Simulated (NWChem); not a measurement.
# C2H3F2S (SMILES F[CH]SCF): levels of theory compared

Aim: a comparison of 3 runs (UHF/STO-3G, UHF/3-21G, UB3LYP/6-31G*) of C2H3F2S. 

Program for the calculation: NWChem 7.3.0.

### 1 The molecule

C2H3F2S: 8 atoms, total charge 0, spin state doublet. SMILES: `F[CH]SCF`. Geometry: relaxed at GFN2-xTB. This is one conformer, not always the lowest.

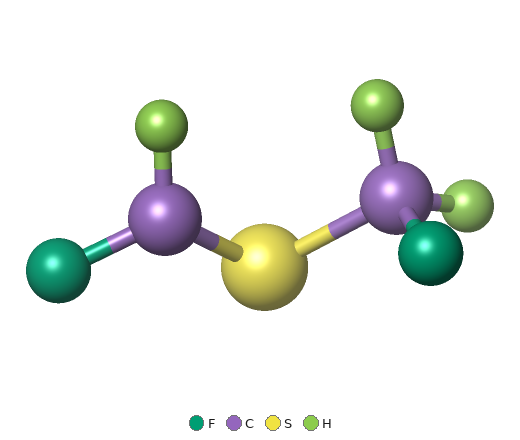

Viewed from a chosen angle; fluorine teal, carbon purple, sulfur yellow, hydrogen green.

### 2 Energy and gradient at UHF/STO-3G (run 1)

Input file run.py:

```python
from ase import Atoms
from ase.calculators.nwchem import NWChem

system = Atoms('FCSCFHHH', positions=[
    [0.769100, -0.029300, 2.621490],
    [0.199810, 0.157960, 1.425790],
    [0.487350, -1.053320, 0.236500],
    [-0.126790, -0.114190, -1.208950],
    [0.725740, 0.883950, -1.543820],
    [-0.770030, 0.632600, 1.487310],
    [-0.190700, -0.810620, -2.047560],
    [-1.094470, 0.332920, -0.970760],
])

calc = NWChem(
    label='work',
    theory='scf',
    memory='2200 mb',
    basis='STO-3G',
    basispar='spherical bse',
    scf={'nopen': '1', 'uhf': None, 'thresh': '1e-08', 'maxiter': '80'},
)
system.calc = calc

forces = system.get_forces()
e = system.get_potential_energy()
print(f"E = {e:.6f} eV")
print("forces (eV/A):")
for s, f in zip(system.symbols, forces):
    print(f"{s:2s} {f[0]:10.5f} {f[1]:10.5f} {f[2]:10.5f}")
```

Command:

```
$ export ASE_NWCHEM_COMMAND="nwchem PREFIX.nwi > PREFIX.nwo"
$ python run.py
```

The log of the run:

```text
E = -18115.924988 eV
forces (eV/A):
F     0.56899   -0.15643    0.96113
C    -0.33820    1.29650    0.60719
S     0.11950   -1.36289   -1.81494
C     0.08238   -0.96154    1.10871
F     1.17366    1.38752   -0.48069
H    -0.58410    0.31187   -0.09863
H    -0.48476   -0.27691   -0.11107
H    -0.53746   -0.23808   -0.17170
```

The calculator wrote work.nwi:

```
title "work"

permanent_dir work

scratch_dir work

start work

geometry units angstrom nocenter noautosym noautoz
  F  7.6910000000000001e-01 -2.9300000000000000e-02 2.6214900000000001e+00
  C  1.9980999999999999e-01 1.5795999999999999e-01 1.4257899999999999e+00
  S  4.8735000000000001e-01 -1.0533200000000000e+00 2.3649999999999999e-01
  C  -1.2679000000000001e-01 -1.1419000000000000e-01 -1.2089500000000000e+00
  F  7.2574000000000005e-01 8.8395000000000001e-01 -1.5438200000000000e+00
  H  -7.7002999999999999e-01 6.3260000000000005e-01 1.4873099999999999e+00
  H  -1.9070000000000001e-01 -8.1062000000000001e-01 -2.0475599999999998e+00
  H  -1.0944700000000001e+00 3.3291999999999999e-01 -9.7075999999999996e-01
end

memory 2200 mb

basis spherical bse noprint
   * library STO-3G
end

scf
  nopen 1
  uhf
  thresh 1e-08
  maxiter 80
end

task scf gradient
```

work.nwo:

```text
Northwest Computational Chemistry Package (NWChem) 7.3.0
             --------------------------------------------------------

           Job information
           ---------------

    nwchem branch   = 7.3.0
    use scalapack   = T
    input           = work.nwi
    prefix          = work.
    data base       = work/work.db
    status          = startup
    nproc           =        1

           Memory information
           ------------------

[... 5 lines left out ...]
    hardfail = no
[... 127 lines left out ...]
 1-e energy   =   -1377.827036
[... 9 lines left out ...]
 Convergence threshold     :          1.000E-08
[... 17 lines left out ...]
      One electron energy =  -1375.341628523563
[... 9 lines left out ...]
          Final alpha eigenvalues
[... 253 lines left out ...]
                     UHF Final Beta Molecular Orbital Analysis
[... 247 lines left out ...]
                 ----------------------------------------
                 |  Time  |  1-e(secs)   |  2-e(secs)   |
                 ----------------------------------------
                 |  CPU   |       0.00   |       0.36   |
                 ----------------------------------------
                 |  WALL  |       0.00   |       0.36   |
                 ----------------------------------------

 Task  times  cpu:        2.8s     wall:        2.8s
 Total times  cpu:        2.8s     wall:        2.8s
```

Run time: 4.2 s. Hardware: 1 thread of AMD EPYC 7B13 (Zen 3), shared host; peak memory 0.1 GiB.

### 3 Energy and forces at UHF/3-21G (run 2)

Input file c2h3f2s.xyz:

```xyz
8

F      0.769100    -0.029300     2.621490
C      0.199810     0.157960     1.425790
S      0.487350    -1.053320     0.236500
C     -0.126790    -0.114190    -1.208950
F      0.725740     0.883950    -1.543820
H     -0.770030     0.632600     1.487310
H     -0.190700    -0.810620    -2.047560
H     -1.094470     0.332920    -0.970760
```

Input file run.py:

```python
from ase.io import read
from ase.calculators.nwchem import NWChem

molecule = read('c2h3f2s.xyz')

calc = NWChem(
    label='c2h3f2s',
    theory='scf',
    memory='2200 mb',
    basis='3-21G',
    basispar='spherical bse',
    scf={'nopen': '1', 'uhf': None, 'thresh': '1e-08', 'maxiter': '80'},
)
molecule.calc = calc

forces = molecule.get_forces()
e = molecule.get_potential_energy()
print(f"E = {e:.6f} eV")
print("forces (eV/A):")
for s, f in zip(molecule.symbols, forces):
    print(f"{s:2s} {f[0]:10.5f} {f[1]:10.5f} {f[2]:10.5f}")
```

Command:

```
$ export ASE_NWCHEM_COMMAND="nwchem PREFIX.nwi > PREFIX.nwo"
$ python run.py
```

The log of the run:

```text
E = -18240.270811 eV
forces (eV/A):
F     0.70633   -0.37615    0.96617
C    -1.49633    2.36331    0.93958
S     0.76367   -2.30422   -1.12506
C    -1.56796   -0.63990   -0.83885
F     1.21783    1.32643   -0.27727
H     0.27259   -0.08824   -0.12732
H    -0.23104    0.20559    0.65111
H     0.33486   -0.48686   -0.18841
```

The calculator wrote c2h3f2s.nwi:

```
title "c2h3f2s"

permanent_dir c2h3f2s

scratch_dir c2h3f2s

start c2h3f2s

geometry units angstrom nocenter noautosym noautoz
  F  7.6910000000000001e-01 -2.9300000000000000e-02 2.6214900000000001e+00
  C  1.9980999999999999e-01 1.5795999999999999e-01 1.4257899999999999e+00
  S  4.8735000000000001e-01 -1.0533200000000000e+00 2.3649999999999999e-01
  C  -1.2679000000000001e-01 -1.1419000000000000e-01 -1.2089500000000000e+00
  F  7.2574000000000005e-01 8.8395000000000001e-01 -1.5438200000000000e+00
  H  -7.7002999999999999e-01 6.3260000000000005e-01 1.4873099999999999e+00
  H  -1.9070000000000001e-01 -8.1062000000000001e-01 -2.0475599999999998e+00
  H  -1.0944700000000001e+00 3.3291999999999999e-01 -9.7075999999999996e-01
end

memory 2200 mb

basis spherical bse noprint
   * library 3-21G
end

scf
  nopen 1
  uhf
  thresh 1e-08
  maxiter 80
end

task scf gradient
```

c2h3f2s.nwo:

```text
Northwest Computational Chemistry Package (NWChem) 7.3.0
             --------------------------------------------------------

           Job information
           ---------------

    nwchem branch   = 7.3.0
    use scalapack   = T
    input           = c2h3f2s.nwi
    prefix          = c2h3f2s.
    data base       = c2h3f2s/c2h3f2s.db
    status          = startup
    nproc           =        1

           Memory information
           ------------------

[... 5 lines left out ...]
    hardfail = no
[... 127 lines left out ...]
 1-e energy   =   -1375.398151
[... 9 lines left out ...]
 Convergence threshold     :          1.000E-08
[... 17 lines left out ...]
      One electron energy =  -1375.801094738021
[... 9 lines left out ...]
          Final alpha eigenvalues
[... 269 lines left out ...]
                     UHF Final Beta Molecular Orbital Analysis
[... 266 lines left out ...]
                 ----------------------------------------
                 |  Time  |  1-e(secs)   |  2-e(secs)   |
                 ----------------------------------------
                 |  CPU   |       0.00   |       0.50   |
                 ----------------------------------------
                 |  WALL  |       0.00   |       0.50   |
                 ----------------------------------------

 Task  times  cpu:        3.6s     wall:        3.6s
 Total times  cpu:        3.6s     wall:        3.6s
```

It took 5.1 s on 1 thread of AMD EPYC 7B13 (Zen 3), shared host; peak memory 0.098 GiB.

### 4 Energy and forces at UB3LYP/6-31G(d) (Cartesian functions) (run 3)

Input file c2h3f2s.nw:

```
start c2h3f2s
title "C2H3F2S"
memory stack 880 mb heap 220 mb global 1100 mb
charge 0
geometry units angstroms noautosym nocenter noautoz
  F      0.769100    -0.029300     2.621490
  C      0.199810     0.157960     1.425790
  S      0.487350    -1.053320     0.236500
  C     -0.126790    -0.114190    -1.208950
  F      0.725740     0.883950    -1.543820
  H     -0.770030     0.632600     1.487310
  H     -0.190700    -0.810620    -2.047560
  H     -1.094470     0.332920    -0.970760
end
basis "ao basis"
  * library 6-31G*
end
dft
  xc b3lyp
  mult 2
  grid xfine
  convergence energy 1e-08
  iterations 100
  mulliken
end
task dft gradient
```

Command:

```
$ nwchem c2h3f2s.nw > c2h3f2s.out
```

The log of the run:

```text
[...]
          Wavefunction type:  spin polarized.
          No. of atoms     :     8
          No. of electrons :    49
[...]
          Charge           :     0
          Spin multiplicity:     2
[...]
          AO basis - number of functions:    85
[...]
              XC Information
              --------------
                         B3LYP Method XC Potential
                     Hartree-Fock (Exact) Exchange  0.200
                        Slater Exchange Functional  0.800 local
                    Becke 1988 Exchange Functional  0.720 non-local
              Lee-Yang-Parr Correlation Functional  0.810
                  VWN I RPA Correlation Functional  0.190 local
[...]
 d= 0,ls=0.0,diis     1   -675.6684201360 -9.01D+02  9.56D-03  2.98D-01     4.4
[...]
 d= 0,ls=0.0,diis    12   -675.7934630601 -9.33D-10  1.85D-07  1.89D-10    48.9
[...]
         Total DFT energy =     -675.793463060127
      One electron energy =    -1380.812656236006
           Coulomb energy =      538.481973700075
    Exchange-Corr. energy =      -58.614156128373
 Nuclear repulsion energy =      225.151375604177
[...]
      Total Density - Mulliken Population Analysis
     ---------------------------------------------
    Atom       Charge   Shell Charges
 -----------   ------   -------------------------------------------------------
    1 F    9     9.24   1.99  0.95  3.31  0.95  1.97  0.06
    2 C    6     6.02   1.99  0.70  1.93  0.58  0.78  0.05
    3 S   16    15.85   2.00  1.99  5.97  1.42  3.04  0.47  0.92  0.05
    4 C    6     6.11   1.99  0.70  1.99  0.60  0.77  0.06
    5 F    9     9.27   1.99  0.95  3.31  0.96  2.00  0.06
    6 H    1     0.85   0.53  0.32
    7 H    1     0.82   0.53  0.29
    8 H    1     0.83   0.54  0.30
[...]
      <S2> =      0.7537 (Exact =     0.7500)
[...]
  wavefunction    = open shell
[...]
```

Run time: 57 s. Hardware: 1 thread of AMD EPYC 7B13 (Zen 3), shared host; peak memory 0.15 GiB.

### 5 The series

```csv
run,level,Cartesian functions,iteration cap,energy (Eh),dipole moment (D),HOMO energy (eV),LUMO energy (eV),wall time
1,UHF/STO-3G,no,80,-665.747969,1.79,-6.39,8.18,4.2 s
2,UHF/3-21G,no,80,-670.317594,3.38,-9.31,3.46,5.1 s
3,UB3LYP/6-31G* (Cartesian functions),yes,100,-675.793463,2.50,-5.10,-1.44,57 s
```

### 6 Summary of results

| quantity | value |
| --- | --- |
| run 3: total energy | -675.79346 Eh |
| run 3: dipole moment | 2.50 D |
| run 3: HOMO energy (highest over α and β) | -5.10 eV |
| run 3: LUMO energy (lowest over α and β) | -1.44 eV |
| run 3: ⟨S²⟩ | 0.754 |
| run 3: largest force on an atom | 1.007 eV/Å |

What this shows: The dipole moment (its size) runs from 1.79 D (UHF/STO-3G) to 3.38 D (UHF/3-21G). In run 1 the basis is minimal, so the values are rough. All runs together took 67 s, the longest 57 s.
